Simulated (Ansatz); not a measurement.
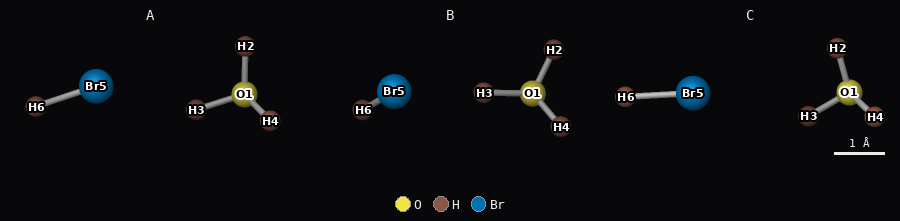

3 geometries from one relaxation of H4OBr (charge +1) (coarse preliminary run), in shuffled order. A ball-and-stick model, seen face on.

These are results of RKS PBE-D4/def2-SVP (Ansatz), not measurements. Settings: force threshold 0.03 eV/Å; at most 250 steps.

> Order the frames from highest to lowest energy.

C, A, B. They are steps 0, 3, 8, at +65.7 kJ/mol, +28.4 kJ/mol relative to the last. After 8 geometry steps the energy has fallen by 65.7 kJ/mol. Largest force component: 1.8 eV/Å at the start, 0.015 eV/Å at the end. The largest move after the best rigid fit is that of H6, 1.04 Å. By element the largest moves are H 1.04 Å, Br 0.63 Å, O 0.34 Å. Near-neighbour distances that change, for instance: H3–Br5 2.501 → 1.961 Å, O1–H3 0.989 → 1.080 Å, Br5–H6 1.376 → 1.446 Å, O1–H2 0.983 → 0.987 Å. Among the angles between lasting bonds that change: H2–O1–H3 108.2° → 111.4°. The run took 3.5 s on 2 threads of AMD EPYC 9R45 96-Core, with other jobs on the host.

Limits of the set-up: the start holds two separate molecules, 2.5 Å apart at their closest, whose relative position is a soft coordinate.
